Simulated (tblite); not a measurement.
**C$_{5}$H$_{5}$F$_{3}$O: molecular dynamics**

System: C$_{5}$H$_{5}$F$_{3}$O, SMILES FCC1=CC(F)(F)OC1.
Method: GFN2-xTB Langevin dynamics, gas phase (tblite 0.8.0).

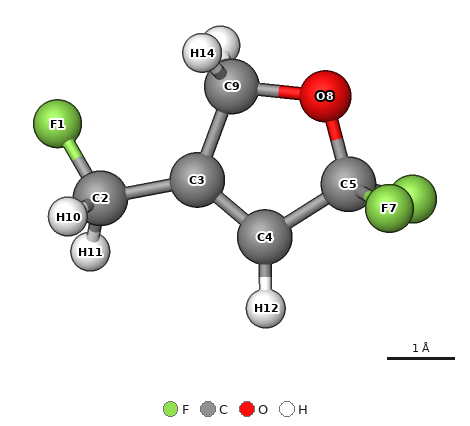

**Figure 1.** The input geometry (ball-and-stick view, seen at a tilt; atoms are numbered from 1 in the order of the input). Bond lengths as drawn: C–C 1.33 to 1.50 Å, C–F 1.36 to 1.37 Å, C–H 1.07 to 1.10 Å and C–O 1.36 to 1.42 Å.

## Summary

```tsv
quantity	value
outcome	finished
mean temperature over the second half	282 K
trajectory	41 frames kept, 1000 fs
hardware	1 CPU thread, shared host
wall time	17 s
peak memory	0.18 GiB
```

## Input file
```
{"job": {"kind": "md", "xc": "GFN2-xTB", "basis": "xTB", "temperature": 300, "steps": 2000, "every": 50}, "charge": 0, "multiplicity": 1}
F     -2.486965     0.782836    -0.831296
C     -1.949001     0.025709     0.175343
C     -0.464105    -0.033670     0.057549
C      0.383903    -0.908340     0.582317
C      1.773975    -0.497165     0.188590
F      2.436702    -1.479915    -0.484229
F      2.571263    -0.262484     1.271605
O      1.670046     0.620923    -0.577673
C      0.303849     0.994695    -0.719790
H     -2.243121     0.501706     1.119780
H     -2.397360    -0.971083     0.110228
H      0.203315    -1.771478     1.190191
H      0.034888     0.992108    -1.781378
H      0.161933     2.005688    -0.323402
```

The first line tells a small driver script what to run in tblite; the rest is the geometry in Å.

Launch command:
```bash
OMP_NUM_THREADS=1 python <driver script> task.json out
```

## The program's output
```
t/fs     T/K      E/eV
    0.0   232.4   -857.46683
   25.0   155.4   -857.20727
   50.0   209.4   -857.22711
   75.0   153.3   -857.05538
  100.0   329.5   -857.20036
  125.0   205.9   -856.93803
  150.0   324.9   -857.07730
  175.0   344.5   -857.07733
  200.0   208.6   -856.80833
  225.0   376.1   -857.20106
  250.0   242.3   -856.91116
  275.0   303.3   -857.02337
  300.0   260.0   -857.09810
  325.0   274.9   -856.97927
  350.0   318.5   -857.03082
  375.0   360.7   -857.04929
  400.0   259.3   -857.08114
  425.0   270.1   -856.96612
  450.0   299.0   -856.90565
  475.0   317.4   -856.93896
  500.0   267.7   -856.76222
  525.0   338.4   -856.92093
  550.0   237.9   -856.86397
  575.0   340.5   -856.97903
  600.0   382.1   -857.03371
  625.0   250.5   -856.85768
  650.0   307.6   -856.93878
  675.0   331.1   -857.11039
  700.0   216.4   -856.94148
  725.0   321.4   -857.17852
  750.0   250.8   -857.08362
  775.0   163.3   -856.97583
  800.0   318.1   -857.00828
  825.0   261.2   -857.01752
  850.0   247.5   -857.05452
  875.0   204.9   -856.97065
  900.0   231.2   -857.03513
  925.0   313.8   -857.09816
  950.0   371.0   -857.19725
  975.0   299.4   -857.04682
 1000.0   263.5   -857.08565
```

## Trajectory as extended XYZ (Å, eV, eV/Å), 7 of the 41 frames kept, from step=0 to step=40
```
14
Properties=species:S:1:pos:R:3:forces:R:3 step=0 time_fs=0.0 energy=-857.46683 temperature=232.4
F    -2.4870    0.7828   -0.8313    0.0035  -0.0039   0.0031
C    -1.9490    0.0257    0.1753   -0.0014   0.0039   0.0020
C    -0.4641   -0.0337    0.0575    0.0005  -0.0024  -0.0001
C     0.3839   -0.9083    0.5823    0.0007   0.0028   0.0029
C     1.7740   -0.4972    0.1886    0.0002  -0.0013  -0.0027
F     2.4367   -1.4799   -0.4842   -0.0012  -0.0012   0.0003
F     2.5713   -0.2625    1.2716   -0.0054   0.0010  -0.0026
O     1.6700    0.6209   -0.5777    0.0000  -0.0009   0.0034
C     0.3038    0.9947   -0.7198   -0.0009  -0.0011   0.0003
H    -2.2431    0.5017    1.1198    0.0020  -0.0039  -0.0045
H    -2.3974   -0.9711    0.1102    0.0045   0.0050  -0.0007
H     0.2033   -1.7715    1.1902   -0.0001   0.0007  -0.0008
H     0.0349    0.9921   -1.7814   -0.0009   0.0008  -0.0018
H     0.1619    2.0057   -0.3234   -0.0016   0.0004   0.0010
14
Properties=species:S:1:pos:R:3:forces:R:3 step=7 time_fs=175.0 energy=-857.07733 temperature=344.5
F    -2.6116    0.6199   -0.8073    0.5360  -0.2735   1.0643
C    -2.0108    0.0490    0.3332   -1.1852  -0.1215  -0.2486
C    -0.5490   -0.1109    0.1500   -0.7295   1.0518  -0.9724
C     0.2567   -0.8965    0.8256    0.0198   0.4807   1.2837
C     1.6676   -0.6121    0.3438   -1.3453   0.1786   0.1156
F     2.1386   -1.8250   -0.0214    1.0292   0.1478  -0.5533
F     2.4842   -0.1305    1.3017    0.3272  -0.3114   0.2433
O     1.5797    0.3437   -0.6451   -0.5169  -0.4850  -0.0897
C     0.1935    0.7340   -0.8601    0.4888   0.2239  -0.3386
H    -2.2289    0.7149    1.2238    0.0268  -0.5777  -0.9543
H    -2.5093   -0.9562    0.4415    0.3314   0.8761   0.1155
H    -0.0504   -1.4595    1.7168    0.6560   0.0647  -0.8059
H    -0.0701    0.5655   -1.9514    0.1663  -0.0561   1.1768
H     0.0755    1.8509   -0.6726    0.1955  -1.1981  -0.0363
14
Properties=species:S:1:pos:R:3:forces:R:3 step=13 time_fs=325.0 energy=-856.97927 temperature=274.9
F    -2.6502   -0.1469   -0.9785    0.1392  -0.0057   0.1582
C    -2.0149    0.0432    0.2217   -0.1126   1.6476   0.6360
C    -0.5438   -0.2441    0.1128    0.1334   0.7525  -0.0083
C     0.2458   -1.0646    0.7964    1.4146   0.6053  -1.0635
C     1.6889   -0.8055    0.2587   -0.7135  -0.7767  -0.7178
F     2.3770   -1.9593   -0.1724   -0.6679   1.2246   1.0558
F     2.4170   -0.2369    1.2679    0.1565  -0.4013  -0.6064
O     1.5783   -0.0064   -0.8498    0.0369  -0.2350   0.3690
C     0.2776    0.5640   -0.9374   -0.4127  -0.2671   1.1940
H    -2.1314    1.1881    0.4730    0.1069  -1.7133  -0.3982
H    -2.5653   -0.5309    0.9920    0.4259   0.0509  -0.3778
H     0.1590   -1.7482    1.6088   -0.4039  -0.0981   0.0315
H    -0.2475    0.3764   -1.8874    0.6970   0.2777  -0.0821
H     0.4426    1.6659   -0.7177   -0.7999  -1.0613  -0.1905
14
Properties=species:S:1:pos:R:3:forces:R:3 step=20 time_fs=500.0 energy=-856.76222 temperature=267.7
F    -2.2515   -0.4240   -1.0143   -1.1642  -0.6870  -2.2223
C    -1.7398    0.0523    0.0759    1.6994   2.3368   2.0983
C    -0.2994   -0.2871    0.2109   -0.2319   0.9951   1.8305
C     0.4615   -0.6340    1.2559   -1.1205  -0.3635  -0.2830
C     1.8418   -0.6927    0.7269    0.3741  -0.5217  -0.1576
F     2.2073   -2.0172    0.5765    0.4395  -0.0207   0.5681
F     2.7417   -0.1132    1.5353    0.4837  -0.1800   0.1608
O     1.8655   -0.1527   -0.5073    0.4040   0.5596  -0.0010
C     0.5413    0.1929   -0.8547    1.2016   0.0516  -2.8270
H    -1.6878    1.2283    0.0492   -0.8026  -1.6799   0.0260
H    -2.2394   -0.3438    0.9341   -0.8678   0.0344   0.6057
H     0.2117   -1.0041    2.2374   -0.0179   0.0287  -0.2890
H     0.2837   -0.3616   -1.7615    0.0181  -0.3505  -0.4292
H     0.5627    1.2391   -1.2358   -0.4155  -0.2029   0.9196
14
Properties=species:S:1:pos:R:3:forces:R:3 step=27 time_fs=675.0 energy=-857.11039 temperature=331.1
F    -2.1759   -0.4995   -0.8663   -0.0311   0.5998   0.6833
C    -1.6808    0.3733    0.1321   -0.2498  -1.1509  -0.7319
C    -0.2149    0.0921    0.1911   -0.7095   0.1963   1.2879
C     0.4781   -0.2975    1.2544    0.3207  -0.3889  -0.3066
C     1.8642   -0.5487    0.7584    0.7490   0.6094  -0.6202
F     2.1980   -1.8316    0.7860    0.4676  -1.3525   0.9116
F     2.8368    0.1060    1.4850   -0.3655  -0.2559  -0.2678
O     1.9385   -0.2199   -0.5753   -0.2150   1.1016   0.1922
C     0.6708    0.2188   -0.9919   -1.3062  -0.7607  -1.1962
H    -1.9449    1.3657   -0.2006    0.0971   0.4460  -0.1877
H    -2.2186    0.1481    1.0623    0.2247  -0.1340  -0.1620
H     0.2416   -0.6147    2.2499   -0.2637   0.2937  -0.0089
H     0.2738   -0.5000   -1.8018    0.5969   1.0287   0.7203
H     0.5748    1.2648   -1.3236    0.6848  -0.2326  -0.3141
14
Properties=species:S:1:pos:R:3:forces:R:3 step=33 time_fs=825.0 energy=-857.01752 temperature=261.2
F    -2.2793   -0.5053   -0.5559   -0.3048  -0.7620  -1.3204
C    -1.5970    0.2033    0.3464   -0.1922   0.9144   0.8836
C    -0.1597   -0.1378    0.4228    1.9638   0.6494  -0.7385
C     0.6525   -0.3621    1.4534   -0.0288  -0.7954  -1.1292
C     2.0470   -0.6344    0.9035    0.5968   0.9886   0.6639
F     2.4648   -1.9317    0.9060   -0.5043   0.1067  -0.0713
F     2.9361   -0.0686    1.8057   -0.0599   0.0768  -0.9254
O     2.1148   -0.1025   -0.3796    0.0894  -0.5443   1.7924
C     0.7985    0.0385   -0.8142   -1.8799  -0.6509   0.4911
H    -1.7528    1.2725    0.0905    0.2318  -0.2263   0.0227
H    -2.1291   -0.0054    1.2743    0.2264   0.0807   0.5462
H     0.4804   -0.3959    2.4968   -0.1656  -0.2509   0.4528
H     0.5718   -0.7215   -1.5559   -0.0623  -0.2168  -0.3453
H     0.6226    1.0119   -1.2301    0.0895   0.6301  -0.3227
14
Properties=species:S:1:pos:R:3:forces:R:3 step=40 time_fs=1000.0 energy=-857.08565 temperature=263.5
F    -2.1471    0.1213   -0.4848   -0.0607   0.7381   0.2674
C    -1.6035    0.2713    0.7746    0.7109  -0.3034   0.0629
C    -0.1459   -0.1476    0.6738   -2.2718   0.5007  -0.7467
C     0.5265   -0.9988    1.4170    0.0010   0.2421   1.3720
C     1.9162   -0.9076    0.9120    1.0910  -0.2613   0.4009
F     2.5948   -2.0571    0.8902    0.0712  -0.7023  -0.2429
F     2.7787   -0.1450    1.7370   -0.7523   0.0493  -0.1274
O     1.8483   -0.3754   -0.3149    1.4312   0.1939  -0.6796
C     0.6490    0.3291   -0.5142   -0.1173  -0.3584  -0.0280
H    -1.5970    1.3278    1.1634   -0.5118  -0.7334  -0.7045
H    -2.2122   -0.4004    1.3964    0.3062   0.2637   0.2071
H     0.2072   -1.4843    2.3425    0.3683   0.2319  -0.6196
H     0.2921    0.0053   -1.5297   -0.1579   0.4361   0.9280
H     0.8291    1.4193   -0.4861   -0.1082  -0.2970  -0.0897
```

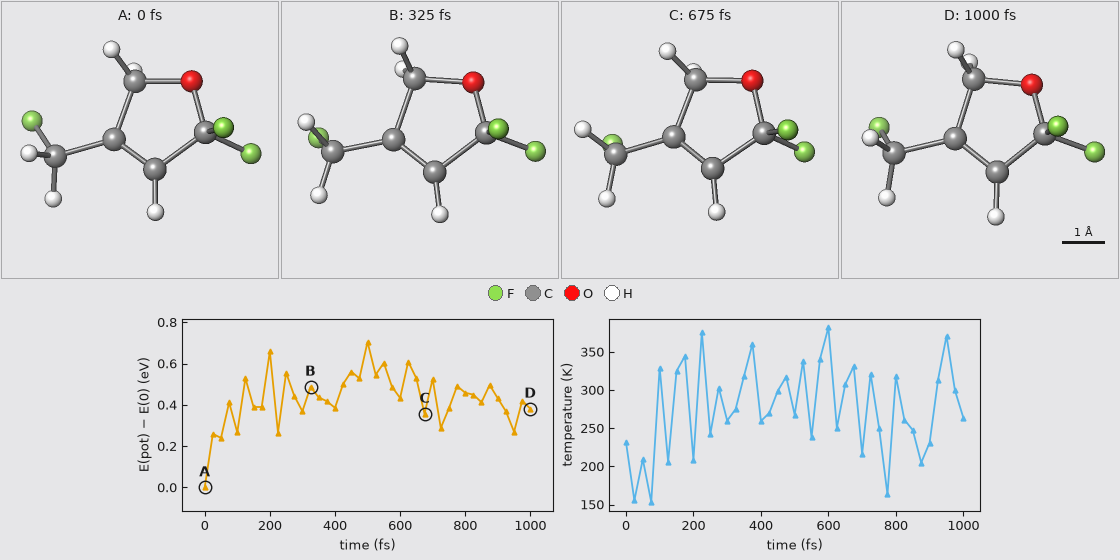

**Figure 2.** Frames of the molecular dynamics (ball-and-stick, seen at a tilt) above the curves, on which the letters mark them. The trajectory kept here has 41 frames over 1000 fs. The temperature starts at 232 K, ranges from 153 to 382 K and averages 282 K over the second half. The potential energy ends 0.381 eV above its first value. After an unweighted best fit of the last frame on the first, the root-mean-square displacement is 0.23 Å, and F1 has moved furthest (0.40 Å).
